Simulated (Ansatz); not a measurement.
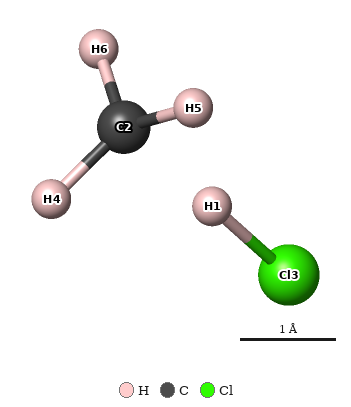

Figure 1. The input geometry (ball-and-stick view, seen at a tilt; atoms are numbered from 1 in the order of the input). Bond lengths as drawn: Cl–H 1.38 Å and C–H 1.09 Å.

CH4Cl: molecular dynamics (part 1 of 5)

System: CH4Cl, multiplicity 2.
Method: UKS B3LYP/def2-SVP (Ansatz 0.2.0).

It belongs to a series of runs on one base structure; here: dynamics from the highest image of the converged band. Figures and captions count atoms from 1; the log counts them from 0 in places.

The program's output
```
Engine: ansatz 0.2.0, x86_64-unknown-linux-gnu
Functional definition: B3LYP
  parameter a0 = 0.2
  parameter ax = 0.72
  parameter ac = 0.81
  exchange = (1 - a0 - ax)*slater_x + ax*b88_x + a0*exact_x
  correlation = (1 - ac)*vwn_rpa_c + ac*lyp_c
552 factors; integrals over basis functions are off by at most 2.8e-4 eV
mean field evaluation 1: about -13616.1549 eV, gradient 2.2e1 eV
mean field evaluation 2: about -13615.4212 eV, gradient 2.4e1 eV
mean field evaluation 4: about -13618.8237 eV, gradient 9.5e-1 eV
mean field evaluation 8: about -13618.8332 eV, gradient 1.3e-2 eV
mean field -13618.83323296 eV, -500.4828901347 hartree, gradient 1.5e-5 eV, S^2 0.755079; 0 other end points of the search recorded, 0 dependent functions left out
the calculation of the forces begins
reference -13618.83343009 eV, -500.4828973789 hartree; 14, 13 occupied and 38, 39 virtual orbitals, 552 factors
md step     0: t =     0.00 fs  T =   300.0 K  F+E_penalty+E_count = -13618.83323296 eV  E_kin = 0.155112 eV  conserved = -13618.67812096 eV  (25 SCF iters)
these checks for a lower state are left out or cut short: starts, cluster_reference, orbital_swaps, neighbouring_geometries, increment
552 factors; integrals over basis functions are off by at most 2.8e-4 eV
mean field evaluation 16: about -13618.8248 eV, gradient 4.5e-1 eV
mean field -13618.83039502 eV, -500.4827858420 hartree, gradient 2.5e-5 eV, S^2 0.754976; 0 other end points of the search recorded, 0 dependent functions left out
the calculation of the forces begins
reference -13618.83059218 eV, -500.4827930877 hartree; 14, 13 occupied and 38, 39 virtual orbitals, 552 factors
md step     1: t =     0.50 fs  T =   294.6 K  F+E_penalty+E_count = -13618.83039502 eV  E_kin = 0.152307 eV  conserved = -13618.67808788 eV  (24 SCF iters)
[... from here on the SCF iterations and repeated set-up lines of each step are left out, up to the last step ...]
md step     2: t =     1.00 fs  T =   279.7 K  F+E_penalty+E_count = -13618.82259214 eV  E_kin = 0.144606 eV  conserved = -13618.67798638 eV  (24 SCF iters)
md step     3: t =     1.50 fs  T =   258.4 K  F+E_penalty+E_count = -13618.81143498 eV  E_kin = 0.133584 eV  conserved = -13618.67785077 eV  (24 SCF iters)
md step     4: t =     2.00 fs  T =   234.7 K  F+E_penalty+E_count = -13618.79906839 eV  E_kin = 0.121346 eV  conserved = -13618.67772279 eV  (24 SCF iters)
md step     5: t =     2.50 fs  T =   212.5 K  F+E_penalty+E_count = -13618.78751951 eV  E_kin = 0.109883 eV  conserved = -13618.67763653 eV  (24 SCF iters)
md step     6: t =     3.00 fs  T =   194.5 K  F+E_penalty+E_count = -13618.77815936 eV  E_kin = 0.100551 eV  conserved = -13618.67760858 eV  (24 SCF iters)
md step     7: t =     3.50 fs  T =   181.4 K  F+E_penalty+E_count = -13618.77144188 eV  E_kin = 0.093808 eV  conserved = -13618.67763415 eV  (25 SCF iters)
md step     8: t =     4.00 fs  T =   172.7 K  F+E_penalty+E_count = -13618.76697230 eV  E_kin = 0.089280 eV  conserved = -13618.67769188 eV  (25 SCF iters)
md step     9: t =     4.50 fs  T =   166.5 K  F+E_penalty+E_count = -13618.76383721 eV  E_kin = 0.086084 eV  conserved = -13618.67775328 eV  (25 SCF iters)
md step    10: t =     5.00 fs  T =   161.0 K  F+E_penalty+E_count = -13618.76105810 eV  E_kin = 0.083267 eV  conserved = -13618.67779136 eV  (25 SCF iters)
md step    11: t =     5.50 fs  T =   155.2 K  F+E_penalty+E_count = -13618.75802301 eV  E_kin = 0.080235 eV  conserved = -13618.67778816 eV  (24 SCF iters)
md step    12: t =     6.00 fs  T =   149.0 K  F+E_penalty+E_count = -13618.75477422 eV  E_kin = 0.077034 eV  conserved = -13618.67773982 eV  (24 SCF iters)
md step    13: t =     6.50 fs  T =   143.9 K  F+E_penalty+E_count = -13618.75206780 eV  E_kin = 0.074409 eV  conserved = -13618.67765922 eV  (25 SCF iters)
md step    14: t =     7.00 fs  T =   142.3 K  F+E_penalty+E_count = -13618.75116390 eV  E_kin = 0.073589 eV  conserved = -13618.67757482 eV  (24 SCF iters)
md step    15: t =     7.50 fs  T =   146.7 K  F+E_penalty+E_count = -13618.75337497 eV  E_kin = 0.075852 eV  conserved = -13618.67752287 eV  (25 SCF iters)
md step    16: t =     8.00 fs  T =   158.5 K  F+E_penalty+E_count = -13618.75949899 eV  E_kin = 0.081966 eV  conserved = -13618.67753345 eV  (25 SCF iters)
md step    17: t =     8.50 fs  T =   177.4 K  F+E_penalty+E_count = -13618.76935541 eV  E_kin = 0.091740 eV  conserved = -13618.67761579 eV  (25 SCF iters)
md step    18: t =     9.00 fs  T =   200.9 K  F+E_penalty+E_count = -13618.78164784 eV  E_kin = 0.103897 eV  conserved = -13618.67775110 eV  (25 SCF iters)
md step    19: t =     9.50 fs  T =   225.0 K  F+E_penalty+E_count = -13618.79425733 eV  E_kin = 0.116359 eV  conserved = -13618.67789864 eV  (24 SCF iters)
md step    20: t =    10.00 fs  T =   245.4 K  F+E_penalty+E_count = -13618.80487252 eV  E_kin = 0.126860 eV  conserved = -13618.67801223 eV  (26 SCF iters)
md step    21: t =    10.50 fs  T =   258.5 K  F+E_penalty+E_count = -13618.81170452 eV  E_kin = 0.133646 eV  conserved = -13618.67805872 eV  (25 SCF iters)
md step    22: t =    11.00 fs  T =   263.0 K  F+E_penalty+E_count = -13618.81400526 eV  E_kin = 0.135976 eV  conserved = -13618.67802936 eV  (24 SCF iters)
md step    23: t =    11.50 fs  T =   259.7 K  F+E_penalty+E_count = -13618.81220802 eV  E_kin = 0.134267 eV  conserved = -13618.67794136 eV  (25 SCF iters)
md step    24: t =    12.00 fs  T =   251.1 K  F+E_penalty+E_count = -13618.80766544 eV  E_kin = 0.129836 eV  conserved = -13618.67782981 eV  (25 SCF iters)
md step    25: t =    12.50 fs  T =   240.5 K  F+E_penalty+E_count = -13618.80210634 eV  E_kin = 0.124372 eV  conserved = -13618.67773432 eV  (24 SCF iters)
md step    26: t =    13.00 fs  T =   230.8 K  F+E_penalty+E_count = -13618.79701993 eV  E_kin = 0.119335 eV  conserved = -13618.67768505 eV  (24 SCF iters)
md step    27: t =    13.50 fs  T =   223.4 K  F+E_penalty+E_count = -13618.79318595 eV  E_kin = 0.115493 eV  conserved = -13618.67769258 eV  (25 SCF iters)
md step    28: t =    14.00 fs  T =   218.1 K  F+E_penalty+E_count = -13618.79050436 eV  E_kin = 0.112758 eV  conserved = -13618.67774640 eV  (25 SCF iters)
md step    29: t =    14.50 fs  T =   213.4 K  F+E_penalty+E_count = -13618.78815774 eV  E_kin = 0.110338 eV  conserved = -13618.67781994 eV  (25 SCF iters)
md step    30: t =    15.00 fs  T =   207.2 K  F+E_penalty+E_count = -13618.78502614 eV  E_kin = 0.107146 eV  conserved = -13618.67788056 eV  (25 SCF iters)
md step    31: t =    15.50 fs  T =   197.9 K  F+E_penalty+E_count = -13618.78019988 eV  E_kin = 0.102300 eV  conserved = -13618.67790007 eV  (25 SCF iters)
md step    32: t =    16.00 fs  T =   184.8 K  F+E_penalty+E_count = -13618.77342287 eV  E_kin = 0.095559 eV  conserved = -13618.67786347 eV  (25 SCF iters)
md step    33: t =    16.50 fs  T =   169.3 K  F+E_penalty+E_count = -13618.76532451 eV  E_kin = 0.087550 eV  conserved = -13618.67777474 eV  (25 SCF iters)
md step    34: t =    17.00 fs  T =   154.1 K  F+E_penalty+E_count = -13618.75734776 eV  E_kin = 0.079689 eV  conserved = -13618.67765834 eV  (25 SCF iters)
md step    35: t =    17.50 fs  T =   142.7 K  F+E_penalty+E_count = -13618.75135681 eV  E_kin = 0.073803 eV  conserved = -13618.67755342 eV  (25 SCF iters)
md step    36: t =    18.00 fs  T =   138.3 K  F+E_penalty+E_count = -13618.74902157 eV  E_kin = 0.071522 eV  conserved = -13618.67749956 eV  (24 SCF iters)
md step    37: t =    18.50 fs  T =   142.5 K  F+E_penalty+E_count = -13618.75120011 eV  E_kin = 0.073681 eV  conserved = -13618.67751959 eV  (24 SCF iters)
md step    38: t =    19.00 fs  T =   154.7 K  F+E_penalty+E_count = -13618.75759006 eV  E_kin = 0.079983 eV  conserved = -13618.67760692 eV  (24 SCF iters)
md step    39: t =    19.50 fs  T =   172.3 K  F+E_penalty+E_count = -13618.76683301 eV  E_kin = 0.089106 eV  conserved = -13618.67772747 eV  (24 SCF iters)
md step    40: t =    20.00 fs  T =   191.9 K  F+E_penalty+E_count = -13618.77704117 eV  E_kin = 0.099206 eV  conserved = -13618.67783554 eV  (24 SCF iters)
md step    41: t =    20.50 fs  T =   210.1 K  F+E_penalty+E_count = -13618.78650478 eV  E_kin = 0.108610 eV  conserved = -13618.67789469 eV  (24 SCF iters)
md step    42: t =    21.00 fs  T =   225.1 K  F+E_penalty+E_count = -13618.79426062 eV  E_kin = 0.116368 eV  conserved = -13618.67789278 eV  (25 SCF iters)
md step    43: t =    21.50 fs  T =   236.8 K  F+E_penalty+E_count = -13618.80028900 eV  E_kin = 0.122444 eV  conserved = -13618.67784483 eV  (24 SCF iters)
md step    44: t =    22.00 fs  T =   246.6 K  F+E_penalty+E_count = -13618.80529047 eV  E_kin = 0.127506 eV  conserved = -13618.67778423 eV  (24 SCF iters)
md step    45: t =    22.50 fs  T =   256.1 K  F+E_penalty+E_count = -13618.81017449 eV  E_kin = 0.132427 eV  conserved = -13618.67774733 eV  (24 SCF iters)
md step    46: t =    23.00 fs  T =   266.4 K  F+E_penalty+E_count = -13618.81549790 eV  E_kin = 0.137740 eV  conserved = -13618.67775797 eV  (24 SCF iters)
md step    47: t =    23.50 fs  T =   277.1 K  F+E_penalty+E_count = -13618.82109273 eV  E_kin = 0.143274 eV  conserved = -13618.67781833 eV  (24 SCF iters)
md step    48: t =    24.00 fs  T =   286.5 K  F+E_penalty+E_count = -13618.82602606 eV  E_kin = 0.148117 eV  conserved = -13618.67790945 eV  (24 SCF iters)
md step    49: t =    24.50 fs  T =   291.8 K  F+E_penalty+E_count = -13618.82888935 eV  E_kin = 0.150890 eV  conserved = -13618.67799962 eV  (24 SCF iters)
md step    50: t =    25.00 fs  T =   290.6 K  F+E_penalty+E_count = -13618.82828965 eV  E_kin = 0.150233 eV  conserved = -13618.67805617 eV  (24 SCF iters)
md step    51: t =    25.50 fs  T =   281.0 K  F+E_penalty+E_count = -13618.82336181 eV  E_kin = 0.145306 eV  conserved = -13618.67805563 eV  (25 SCF iters)
md step    52: t =    26.00 fs  T =   263.3 K  F+E_penalty+E_count = -13618.81413932 eV  E_kin = 0.136149 eV  conserved = -13618.67798996 eV  (25 SCF iters)
md step    53: t =    26.50 fs  T =   239.5 K  F+E_penalty+E_count = -13618.80167847 eV  E_kin = 0.123808 eV  conserved = -13618.67787001 eV  (25 SCF iters)
md step    54: t =    27.00 fs  T =   213.1 K  F+E_penalty+E_count = -13618.78788794 eV  E_kin = 0.110165 eV  conserved = -13618.67772338 eV  (24 SCF iters)
md step    55: t =    27.50 fs  T =   188.6 K  F+E_penalty+E_count = -13618.77508576 eV  E_kin = 0.097496 eV  conserved = -13618.67758954 eV  (24 SCF iters)
md step    56: t =    28.00 fs  T =   169.9 K  F+E_penalty+E_count = -13618.76537723 eV  E_kin = 0.087869 eV  conserved = -13618.67750811 eV  (24 SCF iters)
md step    57: t =    28.50 fs  T =   159.6 K  F+E_penalty+E_count = -13618.76003797 eV  E_kin = 0.082534 eV  conserved = -13618.67750426 eV  (24 SCF iters)
md step    58: t =    29.00 fs  T =   157.7 K  F+E_penalty+E_count = -13618.75912936 eV  E_kin = 0.081553 eV  conserved = -13618.67757659 eV  (25 SCF iters)
md step    59: t =    29.50 fs  T =   162.1 K  F+E_penalty+E_count = -13618.76152404 eV  E_kin = 0.083828 eV  conserved = -13618.67769617 eV  (25 SCF iters)
md step    60: t =    30.00 fs  T =   169.3 K  F+E_penalty+E_count = -13618.76536163 eV  E_kin = 0.087545 eV  conserved = -13618.67781650 eV  (25 SCF iters)
md step    61: t =    30.50 fs  T =   175.8 K  F+E_penalty+E_count = -13618.76877365 eV  E_kin = 0.090882 eV  conserved = -13618.67789160 eV  (25 SCF iters)
md step    62: t =    31.00 fs  T =   179.3 K  F+E_penalty+E_count = -13618.77059848 eV  E_kin = 0.092705 eV  conserved = -13618.67789377 eV  (25 SCF iters)
md step    63: t =    31.50 fs  T =   179.8 K  F+E_penalty+E_count = -13618.77081126 eV  E_kin = 0.092987 eV  conserved = -13618.67782406 eV  (24 SCF iters)
md step    64: t =    32.00 fs  T =   179.5 K  F+E_penalty+E_count = -13618.77050464 eV  E_kin = 0.092792 eV  conserved = -13618.67771222 eV  (25 SCF iters)
md step    65: t =    32.50 fs  T =   181.4 K  F+E_penalty+E_count = -13618.77142216 eV  E_kin = 0.093816 eV  conserved = -13618.67760601 eV  (25 SCF iters)
md step    66: t =    33.00 fs  T =   188.9 K  F+E_penalty+E_count = -13618.77521395 eV  E_kin = 0.097661 eV  conserved = -13618.67755307 eV  (24 SCF iters)
md step    67: t =    33.50 fs  T =   203.3 K  F+E_penalty+E_count = -13618.78269744 eV  E_kin = 0.105115 eV  conserved = -13618.67758203 eV  (24 SCF iters)
md step    68: t =    34.00 fs  T =   223.8 K  F+E_penalty+E_count = -13618.79341413 eV  E_kin = 0.115723 eV  conserved = -13618.67769105 eV  (23 SCF iters)
md step    69: t =    34.50 fs  T =   247.2 K  F+E_penalty+E_count = -13618.80565864 eV  E_kin = 0.127810 eV  conserved = -13618.67784872 eV  (23 SCF iters)
md step    70: t =    35.00 fs  T =   268.8 K  F+E_penalty+E_count = -13618.81696645 eV  E_kin = 0.138960 eV  conserved = -13618.67800628 eV  (23 SCF iters)
md step    71: t =    35.50 fs  T =   283.8 K  F+E_penalty+E_count = -13618.82487556 eV  E_kin = 0.146758 eV  conserved = -13618.67811753 eV  (23 SCF iters)
md step    72: t =    36.00 fs  T =   289.2 K  F+E_penalty+E_count = -13618.82767591 eV  E_kin = 0.149531 eV  conserved = -13618.67814525 eV  (24 SCF iters)
md step    73: t =    36.50 fs  T =   284.0 K  F+E_penalty+E_count = -13618.82493335 eV  E_kin = 0.146848 eV  conserved = -13618.67808498 eV  (24 SCF iters)
md step    74: t =    37.00 fs  T =   270.1 K  F+E_penalty+E_count = -13618.81758663 eV  E_kin = 0.139629 eV  conserved = -13618.67795743 eV  (24 SCF iters)
md step    75: t =    37.50 fs  T =   251.1 K  F+E_penalty+E_count = -13618.80762389 eV  E_kin = 0.129819 eV  conserved = -13618.67780463 eV  (24 SCF iters)
md step    76: t =    38.00 fs  T =   231.6 K  F+E_penalty+E_count = -13618.79742603 eV  E_kin = 0.119750 eV  conserved = -13618.67767600 eV  (24 SCF iters)
md step    77: t =    38.50 fs  T =   215.4 K  F+E_penalty+E_count = -13618.78899657 eV  E_kin = 0.111386 eV  conserved = -13618.67761085 eV  (25 SCF iters)
md step    78: t =    39.00 fs  T =   204.5 K  F+E_penalty+E_count = -13618.78335233 eV  E_kin = 0.105729 eV  conserved = -13618.67762329 eV  (23 SCF iters)
md step    79: t =    39.50 fs  T =   198.5 K  F+E_penalty+E_count = -13618.78030564 eV  E_kin = 0.102608 eV  conserved = -13618.67769716 eV  (24 SCF iters)
md step    80: t =    40.00 fs  T =   195.2 K  F+E_penalty+E_count = -13618.77871703 eV  E_kin = 0.100924 eV  conserved = -13618.67779314 eV  (24 SCF iters)
md step    81: t =    40.50 fs  T =   191.9 K  F+E_penalty+E_count = -13618.77710622 eV  E_kin = 0.099241 eV  conserved = -13618.67786528 eV  (24 SCF iters)
md step    82: t =    41.00 fs  T =   186.6 K  F+E_penalty+E_count = -13618.77436704 eV  E_kin = 0.096488 eV  conserved = -13618.67787921 eV  (24 SCF iters)
md step    83: t =    41.50 fs  T =   178.9 K  F+E_penalty+E_count = -13618.77030263 eV  E_kin = 0.092477 eV  conserved = -13618.67782546 eV  (25 SCF iters)
md step    84: t =    42.00 fs  T =   170.3 K  F+E_penalty+E_count = -13618.76577139 eV  E_kin = 0.088048 eV  conserved = -13618.67772329 eV  (25 SCF iters)
md step    85: t =    42.50 fs  T =   163.9 K  F+E_penalty+E_count = -13618.76238216 eV  E_kin = 0.084768 eV  conserved = -13618.67761400 eV  (25 SCF iters)
md step    86: t =    43.00 fs  T =   163.1 K  F+E_penalty+E_count = -13618.76185070 eV  E_kin = 0.084307 eV  conserved = -13618.67754384 eV  (25 SCF iters)
md step    87: t =    43.50 fs  T =   169.7 K  F+E_penalty+E_count = -13618.76528177 eV  E_kin = 0.087738 eV  conserved = -13618.67754380 eV  (24 SCF iters)
md step    88: t =    44.00 fs  T =   183.9 K  F+E_penalty+E_count = -13618.77268725 eV  E_kin = 0.095071 eV  conserved = -13618.67761609 eV  (24 SCF iters)
md step    89: t =    44.50 fs  T =   203.5 K  F+E_penalty+E_count = -13618.78294844 eV  E_kin = 0.105214 eV  conserved = -13618.67773441 eV  (24 SCF iters)
md step    90: t =    45.00 fs  T =   225.1 K  F+E_penalty+E_count = -13618.79421907 eV  E_kin = 0.116362 eV  conserved = -13618.67785731 eV  (24 SCF iters)
md step    91: t =    45.50 fs  T =   244.9 K  F+E_penalty+E_count = -13618.80456813 eV  E_kin = 0.126622 eV  conserved = -13618.67794620 eV  (24 SCF iters)
md step    92: t =    46.00 fs  T =   260.3 K  F+E_penalty+E_count = -13618.81258583 eV  E_kin = 0.134607 eV  conserved = -13618.67797894 eV  (23 SCF iters)
md step    93: t =    46.50 fs  T =   270.3 K  F+E_penalty+E_count = -13618.81773429 eV  E_kin = 0.139781 eV  conserved = -13618.67795320 eV  (23 SCF iters)
md step    94: t =    47.00 fs  T =   275.6 K  F+E_penalty+E_count = -13618.82036511 eV  E_kin = 0.142472 eV  conserved = -13618.67789280 eV  (24 SCF iters)
md step    95: t =    47.50 fs  T =   277.7 K  F+E_penalty+E_count = -13618.82140463 eV  E_kin = 0.143578 eV  conserved = -13618.67782661 eV  (24 SCF iters)
md step    96: t =    48.00 fs  T =   278.7 K  F+E_penalty+E_count = -13618.82187719 eV  E_kin = 0.144092 eV  conserved = -13618.67778568 eV  (24 SCF iters)
md step    97: t =    48.50 fs  T =   279.7 K  F+E_penalty+E_count = -13618.82241711 eV  E_kin = 0.144628 eV  conserved = -13618.67778912 eV  (24 SCF iters)
md step    98: t =    49.00 fs  T =   280.7 K  F+E_penalty+E_count = -13618.82296973 eV  E_kin = 0.145133 eV  conserved = -13618.67783651 eV  (24 SCF iters)
md step    99: t =    49.50 fs  T =   280.2 K  F+E_penalty+E_count = -13618.82279687 eV  E_kin = 0.144889 eV  conserved = -13618.67790817 eV  (24 SCF iters)
md step   100: t =    50.00 fs  T =   276.2 K  F+E_penalty+E_count = -13618.82078067 eV  E_kin = 0.142807 eV  conserved = -13618.67797352 eV  (23 SCF iters)
md step   101: t =    50.50 fs  T =   266.7 K  F+E_penalty+E_count = -13618.81590202 eV  E_kin = 0.137900 eV  conserved = -13618.67800239 eV  (24 SCF iters)
md step   102: t =    51.00 fs  T =   250.9 K  F+E_penalty+E_count = -13618.80771571 eV  E_kin = 0.129741 eV  conserved = -13618.67797518 eV  (24 SCF iters)
md step   103: t =    51.50 fs  T =   229.7 K  F+E_penalty+E_count = -13618.79666042 eV  E_kin = 0.118771 eV  conserved = -13618.67788931 eV  (24 SCF iters)
md step   104: t =    52.00 fs  T =   205.7 K  F+E_penalty+E_count = -13618.78409755 eV  E_kin = 0.106336 eV  conserved = -13618.67776155 eV  (25 SCF iters)
md step   105: t =    52.50 fs  T =   182.6 K  F+E_penalty+E_count = -13618.77204337 eV  E_kin = 0.094418 eV  conserved = -13618.67762524 eV  (25 SCF iters)
md step   106: t =    53.00 fs  T =   164.6 K  F+E_penalty+E_count = -13618.76264159 eV  E_kin = 0.085120 eV  conserved = -13618.67752147 eV  (24 SCF iters)
md step   107: t =    53.50 fs  T =   154.8 K  F+E_penalty+E_count = -13618.75751937 eV  E_kin = 0.080034 eV  conserved = -13618.67748504 eV  (24 SCF iters)
md step   108: t =    54.00 fs  T =   154.2 K  F+E_penalty+E_count = -13618.75724863 eV  E_kin = 0.079719 eV  conserved = -13618.67752963 eV  (24 SCF iters)
md step   109: t =    54.50 fs  T =   161.5 K  F+E_penalty+E_count = -13618.76113902 eV  E_kin = 0.083499 eV  conserved = -13618.67763972 eV  (24 SCF iters)
md step   110: t =    55.00 fs  T =   173.5 K  F+E_penalty+E_count = -13618.76748281 eV  E_kin = 0.089708 eV  conserved = -13618.67777476 eV  (24 SCF iters)
md step   111: t =    55.50 fs  T =   186.3 K  F+E_penalty+E_count = -13618.77418581 eV  E_kin = 0.096301 eV  conserved = -13618.67788462 eV  (24 SCF iters)
md step   112: t =    56.00 fs  T =   196.5 K  F+E_penalty+E_count = -13618.77954449 eV  E_kin = 0.101615 eV  conserved = -13618.67792986 eV  (24 SCF iters)
md step   113: t =    56.50 fs  T =   203.0 K  F+E_penalty+E_count = -13618.78285662 eV  E_kin = 0.104959 eV  conserved = -13618.67789789 eV  (24 SCF iters)
md step   114: t =    57.00 fs  T =   206.6 K  F+E_penalty+E_count = -13618.78461516 eV  E_kin = 0.106807 eV  conserved = -13618.67780836 eV  (24 SCF iters)
md step   115: t =    57.50 fs  T =   209.8 K  F+E_penalty+E_count = -13618.78620323 eV  E_kin = 0.108498 eV  conserved = -13618.67770521 eV  (24 SCF iters)
md step   116: t =    58.00 fs  T =   215.8 K  F+E_penalty+E_count = -13618.78921420 eV  E_kin = 0.111576 eV  conserved = -13618.67763817 eV  (23 SCF iters)
md step   117: t =    58.50 fs  T =   226.4 K  F+E_penalty+E_count = -13618.79468209 eV  E_kin = 0.117041 eV  conserved = -13618.67764157 eV  (23 SCF iters)
md step   118: t =    59.00 fs  T =   241.4 K  F+E_penalty+E_count = -13618.80254757 eV  E_kin = 0.124827 eV  conserved = -13618.67772039 eV  (23 SCF iters)
md step   119: t =    59.50 fs  T =   258.6 K  F+E_penalty+E_count = -13618.81157500 eV  E_kin = 0.133725 eV  conserved = -13618.67784995 eV  (24 SCF iters)
```
